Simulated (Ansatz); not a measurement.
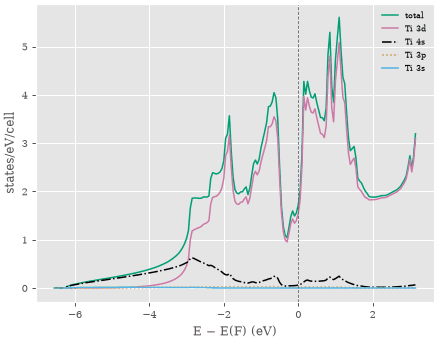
Figure. Total and projected density of states of Ti (hcp (Mg type), space group No. 194), LDA (plane waves, PAW; program Ansatz)

Task: Which orbitals carry the states next to the Fermi level?

Result: Within 0.5 eV of the Fermi level: Ti 3d 92 %. Projections are on Löwdin-orthogonalised atomic valence shells; empty p or d shells of many metals are not among them.

Task: Where is the tallest occupied peak in this window, and what makes it?

Result: Near -0.6 eV, about 4.0 states/eV per cell; the largest projected share is Ti 3d.

Space group P6_3/mmc (hcp (Mg type)). The cell was relaxed with LDA under the symmetry of its start. The run is not spin-polarised.

Potentials: the earlier of the program's two PAW sets. The files were generated under PBE; for other functionals the program regenerates the frozen cores, and for LDA and PBEsol the local potential too.
